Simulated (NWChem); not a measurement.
**Run report: CH6OSi, energy and gradient calculation (part 2 of 2)**

The same run, continued: CH6OSi; B3LYP/6-311+G**, RKS (NWChem 7.2.2). The geometry comes from this level: PBE0-D4/def2-TZVP.

Geometry of the input (Å):
```
C  -0.4160  1.0124  -0.7997
O  0.6348  0.1320  -0.4778
Si 0.5105  -0.9859  0.7185
H  -1.3143  0.4684  -1.1150
H  -0.0898  1.6478  -1.6246
H  -0.6777  1.6541  0.0500
H  1.7993  -1.7139  0.7491
H  -0.6117  -1.9290  0.4497
H  0.2533  -0.3322  2.0329
```

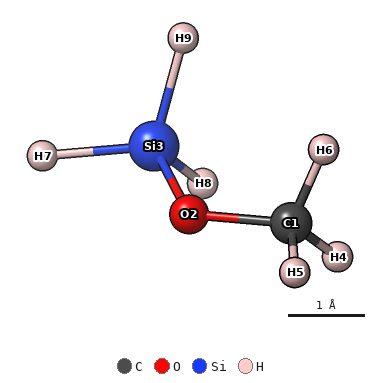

Figure 1. The structure (ball-and-stick view, seen at a tilt; atoms are numbered from 1 in the order of the input).

Log, continued:
```
             Grid Information
             ----------------
          Grid used for XC integration:  fine
          Radial quadrature: Mura-Knowles
          Angular quadrature: Lebedev.
          Tag              B.-S. Rad. Rad. Pts. Rad. Cut. Ang. Pts.
          ---              ---------- --------- --------- ---------
          C                   0.70       70          13.0       590
          O                   0.60       70          10.0       590
          Si                  1.10      123          13.0       770
          H                   0.35       60          13.0       590
          Grid pruning is: on
          Number of quadrature shells:   623
          Spatial weights used:  Erf1

          Convergence Information
          -----------------------
          Convergence aids based upon iterative change in
          total energy or number of iterations.
          Levelshifting, if invoked, occurs when the
          HOMO/LUMO gap drops below (HL_TOL):  1.00D-02
          DIIS, if invoked, will attempt to extrapolate
          using up to (NFOCK): 10 stored Fock matrices.

                    Damping( 0%)  Levelshifting(0.5)       DIIS
                  --------------- ------------------- ---------------
          dE  on:    start            ASAP                start
          dE off:    2 iters        100 iters           100 iters

      Screening Tolerance Information
      -------------------------------
          Density screening/tol_rho:  1.00D-11
          AO Gaussian exp screening on grid/accAOfunc:  18
          CD Gaussian exp screening on grid/accCDfunc:  20
          XC Gaussian exp screening on grid/accXCfunc:  20
          Schwarz screening/accCoul:  1.00D-09

      Superposition of Atomic Density Guess
      -------------------------------------

 Sum of atomic energies:        -404.28251294

      Non-variational initial energy
      ------------------------------

 Total energy =    -405.613435
 1-e energy   =    -791.400994
 2-e energy   =     267.575155
 HOMO         =      -0.375833
 LUMO         =       0.017956

  WARNING: movecs_in_org=atomic not equal to movecs_in=./ch6osi.movecs
   Time after variat. SCF:      0.7

      3 Center 2 Electron Integral Information
      ----------------------------------------
          Maximum number of 3-center 2e- integrals is:         2335300.
            This is reduced with Schwarz screening to:         1404075.
            Incore requires a per proc buffer size of:         1324946.
          Minimum dble words available (all nodes) is:       524279308
                   This is reduced (for later use) to:       523769128
                      proc 0 Suggested buffer size is:         1324946
                         Max Suggested buffer size is:         1324946
                              no. integral batches is:            1000

           1.325 MW buffer allocated for incore 3-center
          2e- integral storage on stack.

     ---------------------------------------------
      Total Density - Mulliken Population Analysis
     ---------------------------------------------

    Atom       Charge   Shell Charges
 -----------   ------   -------------------------------------------------------
    1 C    6     6.28   1.10  0.89  0.53  0.77  1.44  0.52  0.85  0.06  0.04  0.08
    2 O    8     8.65   1.08  0.91  1.01  1.02  2.29  0.80  1.67 -0.13 -0.02  0.01
    3 Si  14    13.25   0.79  1.18  0.97  1.02  0.78  0.52  1.95  3.94  0.53  1.13  0.24  0.01  0.02  0.16
    4 H    1     0.83   0.25  0.45  0.12  0.02
    5 H    1     0.83   0.25  0.45  0.11  0.02
    6 H    1     0.83   0.25  0.45  0.12  0.02
    7 H    1     1.10   0.23  0.58  0.28  0.01
    8 H    1     1.11   0.23  0.58  0.29  0.01
    9 H    1     1.11   0.23  0.58  0.29  0.01
   Time prior to 1st pass:      1.0

 Integral file          = ./ch6osi.aoints.0
 Record size in doubles =  65536        No. of integs per rec  =  43688
 Max. records in memory =    582        Max. records in file   = 851661
 No. of bits per label  =      8        No. of bits per value  =     64

 #quartets = 1.287D+06 #integrals = 1.654D+07 #direct =  0.0% #cached =100.0%

 Grid_pts file          = ./ch6osi.gridpts.0
 Record size in doubles =  12289        No. of grid_pts per rec  =   3070
 Max. records in memory =    173        Max. recs in file   =   4541826

 Grid integrated density:      33.999992663262
 Requested integration accuracy:   0.10E-06

           Memory utilization after 1st SCF pass:
           Heap Space remaining (MW):      221.87           221867662
          Stack Space remaining (MW):      260.82           260817156

   convergence    iter        energy       DeltaE   RMS-Dens  Diis-err    time
 ---------------- ----- ----------------- --------- --------- ---------  ------
 d= 0,ls=0.0,diis     1   -406.4955872498 -5.25D+02  7.17D-03  8.60D-01     4.9
 Grid integrated density:      33.999993492443
 Requested integration accuracy:   0.10E-06
 d= 0,ls=0.0,diis     2   -406.4715468594  2.40D-02  4.78D-03  9.37D-01     6.7
 Grid integrated density:      33.999996564270
 Requested integration accuracy:   0.10E-06
 d= 0,ls=0.0,diis     3   -406.5452282659 -7.37D-02  1.30D-03  1.53D-01     8.8
 Grid integrated density:      33.999996521576
 Requested integration accuracy:   0.10E-06
 d= 0,ls=0.0,diis     4   -406.5573018908 -1.21D-02  3.10D-04  3.12D-03    10.8
 Grid integrated density:      33.999996524716
 Requested integration accuracy:   0.10E-06
 d= 0,ls=0.0,diis     5   -406.5576281375 -3.26D-04  9.51D-05  3.40D-04    12.9
 Grid integrated density:      33.999996525533
 Requested integration accuracy:   0.10E-06
  Resetting Diis
 d= 0,ls=0.0,diis     6   -406.5576673979 -3.93D-05  2.17D-05  1.35D-05    14.9
 Grid integrated density:      33.999996527282
 Requested integration accuracy:   0.10E-06
 d= 0,ls=0.0,diis     7   -406.5576688747 -1.48D-06  5.44D-06  3.39D-07    17.0
 Grid integrated density:      33.999996526628
 Requested integration accuracy:   0.10E-06
 d= 0,ls=0.0,diis     8   -406.5576688733  1.42D-09  2.68D-06  3.39D-07    19.0

         Total DFT energy =     -406.557668873313
      One electron energy =     -794.630929729149
           Coulomb energy =      307.130415485393
    Exchange-Corr. energy =      -37.269558226555
 Nuclear repulsion energy =      118.212403596998

 Numeric. integr. density =       33.999996526628

     Total iterative time =     18.1s

     ---------------------------------------------
      Total Density - Mulliken Population Analysis
     ---------------------------------------------

    Atom       Charge   Shell Charges
 -----------   ------   -------------------------------------------------------
    1 C    6     6.28   1.10  0.89  0.64  0.75  1.48  0.45  0.79  0.06  0.03  0.09
    2 O    8     8.37   1.08  0.91  0.99  0.99  2.09  0.84  1.59 -0.11 -0.02  0.01
    3 Si  14    13.42   0.79  1.18  0.94  1.04  0.80  0.52  1.97  3.90  0.66  1.23  0.11  0.02  0.02  0.23
    4 H    1     0.87   0.28  0.48  0.09  0.02
    5 H    1     0.85   0.28  0.47  0.08  0.02
    6 H    1     0.87   0.28  0.48  0.09  0.02
    7 H    1     1.10   0.25  0.59  0.24  0.01
    8 H    1     1.12   0.25  0.59  0.27  0.01
    9 H    1     1.12   0.25  0.59  0.27  0.01

     -------------------------------------------
      Total Density - Lowdin Population Analysis
     -------------------------------------------

    Atom       Charge   Shell Charges
 -----------   ------   -------------------------------------------------------
    1 C    6     6.03   1.05  0.92  0.61  0.47  1.40  0.28  0.91  0.07  0.15  0.18
    2 O    8     8.54   1.03  0.95  0.99  0.85  2.05  0.55  1.56  0.13  0.41  0.02
    3 Si  14    13.32   0.90  1.08  0.93  1.01  0.49  0.30  2.16  3.53  0.83  1.13  0.43  0.09  0.12  0.30
    4 H    1     0.95   0.28  0.44  0.16  0.07
    5 H    1     0.94   0.28  0.44  0.16  0.07
    6 H    1     0.95   0.28  0.44  0.16  0.07
    7 H    1     1.08   0.26  0.52  0.28  0.02
    8 H    1     1.10   0.27  0.52  0.28  0.02
    9 H    1     1.10   0.27  0.52  0.28  0.02

 center of mass
 --------------
 x =   0.57277538 y =  -0.41222333 z =   0.10387291

 moments of inertia (a.u.)
 ------------------
         299.214114399785          62.839281108521         -41.278509390472
          62.839281108521         180.207200664536         127.802363643209
         -41.278509390472         127.802363643209         233.510109752653

     Multipole analysis of the density
     ---------------------------------

     L   x y z        total         alpha         beta         nuclear
     -   - - -        -----         -----         ----         -------
     0   0 0 0     -0.000000    -17.000000    -17.000000     34.000000

     1   1 0 0     -0.454083     -8.814429     -8.814429     17.174775
     1   0 1 0      0.161940      6.578793      6.578793    -12.995646
     1   0 0 1      0.081302     -1.830650     -1.830650      3.742602

     2   2 0 0    -21.498469    -35.355996    -35.355996     49.213523
     2   1 1 0     -0.763255     22.429261     22.429261    -45.621776
     2   1 0 1      1.039603    -13.532100    -13.532100     28.103803
     2   0 2 0    -19.766389    -67.621304    -67.621304    115.476218
     2   0 1 1     -0.835195     37.476185     37.476185    -75.787565
     2   0 0 2    -20.720357    -49.056175    -49.056175     77.391992

 Parallel integral file used     379 records with       0 large values

            General Information
            -------------------
          SCF calculation type: DFT
          Wavefunction type:  closed shell.
          No. of atoms     :     9
          No. of electrons :    34
           Alpha electrons :    17
            Beta electrons :    17
          Charge           :     0
          Spin multiplicity:     1
          Use of symmetry is: off; symmetry adaption is: off
          Maximum number of iterations: 100
          AO basis - number of functions:   110
                     number of shells:    58
          A Charge density fitting basis will be used.
          CD basis - number of functions:   193
                     number of shells:    85
          Convergence on energy requested:  1.00D-08
          Convergence on density requested:  1.00D-05
          Convergence on gradient requested:  5.00D-04

              XC Information
              --------------
                         B3LYP Method XC Potential
                     Hartree-Fock (Exact) Exchange  0.200
                        Slater Exchange Functional  0.800 local
                    Becke 1988 Exchange Functional  0.720 non-local
              Lee-Yang-Parr Correlation Functional  0.810
                  VWN I RPA Correlation Functional  0.190 local

             Grid Information
             ----------------
          Grid used for XC integration:  fine
          Radial quadrature: Mura-Knowles
          Angular quadrature: Lebedev.
          Tag              B.-S. Rad. Rad. Pts. Rad. Cut. Ang. Pts.
          ---              ---------- --------- --------- ---------
          C                   0.70       70          13.0       590
          O                   0.60       70          10.0       590
          Si                  1.10      123          13.0       770
          H                   0.35       60          13.0       590
          Grid pruning is: on
          Number of quadrature shells:   623
          Spatial weights used:  Erf1

          Convergence Information
          -----------------------
          Convergence aids based upon iterative change in
          total energy or number of iterations.
          Levelshifting, if invoked, occurs when the
          HOMO/LUMO gap drops below (HL_TOL):  1.00D-02
          DIIS, if invoked, will attempt to extrapolate
          using up to (NFOCK): 10 stored Fock matrices.

                    Damping( 0%)  Levelshifting(0.5)       DIIS
                  --------------- ------------------- ---------------
          dE  on:    start            ASAP                start
          dE off:    2 iters        100 iters           100 iters

      Screening Tolerance Information
      -------------------------------
          Density screening/tol_rho:  1.00D-11
          AO Gaussian exp screening on grid/accAOfunc:  18
          CD Gaussian exp screening on grid/accCDfunc:  20
          XC Gaussian exp screening on grid/accXCfunc:  20
          Schwarz screening/accCoul:  1.00D-09

  int_init: cando_txs set to always be  F
  intd_init: cando_txs set to always be  F

                            NWChem DFT Gradient Module
                            --------------------------

  charge          =   0.00
  wavefunction    = closed shell

                         DFT ENERGY GRADIENTS

    atom               coordinates                        gradient
                 x          y          z           x          y          z
   1 C      -0.786126   1.913159  -1.511214    0.006354  -0.005031   0.001609
   2 O       1.199598   0.249444  -0.902911   -0.007400  -0.009882   0.014003
   3 Si      0.964705  -1.863081   1.357768   -0.000783   0.014972  -0.014699
   4 H      -2.483667   0.885148  -2.107044    0.000828   0.000092   0.000474
   5 H      -0.169697   3.113890  -3.070049   -0.000552  -0.000845   0.001163
   6 H      -1.280667   3.125796   0.094486    0.000345  -0.000782  -0.000400
   7 H       3.400184  -3.238801   1.415594   -0.002353   0.001324  -0.000052
   8 H      -1.155945  -3.645281   0.849810    0.002818   0.002008   0.000859
   9 H       0.478668  -0.627767   3.841624    0.000743  -0.001855  -0.002958

                 ----------------------------------------
                 |  Time  |  1-e(secs)   |  2-e(secs)   |
                 ----------------------------------------
                 |  CPU   |       0.01   |       8.53   |
                 ----------------------------------------
                 |  WALL  |       0.01   |       8.54   |
                 ----------------------------------------

 Task  times  cpu:       31.3s     wall:       31.5s
 Total times  cpu:       31.3s     wall:       31.5s
```

Summary:

| quantity | value |
| --- | --- |
| outcome | converged |
| total energy | −406.557669 hartree |
| basis functions | 110 |
| largest force | 1.080 eV/Å |
| dipole moment | 1.24 D |
| wall time | 32 s (CPU time 32 s) |
| peak memory | 0.29 GiB |

Notes:

Further notes kept with the run: grid integrates the density poorly.
